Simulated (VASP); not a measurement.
```yaml
crystal:
  lattice:
    - [6.50067, 0.00000, 0.00000]
    - [0.00000, 6.50067, 0.00000]
    - [0.00000, 0.00000, 6.50067]
  atoms:
    - { symbol: Sb, position: [0.62486, 0.87514, 0.12486] }
    - { symbol: Sb, position: [0.12486, 0.62486, 0.87514] }
    - { symbol: Sb, position: [0.62486, 0.62486, 0.62486] }
    - { symbol: Sb, position: [0.37514, 0.37514, 0.37514] }
    - { symbol: Sb, position: [0.87514, 0.12486, 0.62486] }
    - { symbol: Sb, position: [0.87514, 0.37514, 0.12486] }
    - { symbol: Sb, position: [0.12486, 0.87514, 0.37514] }
    - { symbol: Sb, position: [0.37514, 0.12486, 0.87514] }
    - { symbol: Pt, position: [0.00000, 0.50000, 0.50000] }
    - { symbol: Pt, position: [0.50000, 0.00000, 0.50000] }
    - { symbol: Pt, position: [0.00000, 0.00000, 0.00000] }
    - { symbol: Pt, position: [0.50000, 0.50000, 0.00000] }
```

All values below come from r2SCAN meta-GGA, VASP's PBE PAW potentials (set 64) (plane waves; VASP). Run with 400 eV cut-off, 6×6×6 Γ-centred mesh, tetrahedra with Blöchl corrections, potentials Sb Pt.

Unless said otherwise, spin-orbit coupling is left out, though it shifts the bands of the heavy elements here.

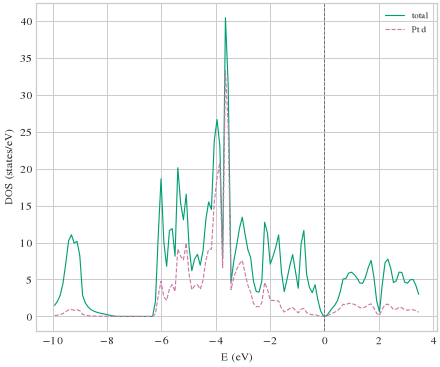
Fig. 1. Total and projected density of states, zero at the Fermi level

Within 2 eV below the Fermi level the largest weight inside VASP's projection spheres is Sb p, then Pt d.

It has no gap at this level: it comes out as a metal or semimetal.

The compound is PtSb2 in the pyrite structure. It was relaxed first.
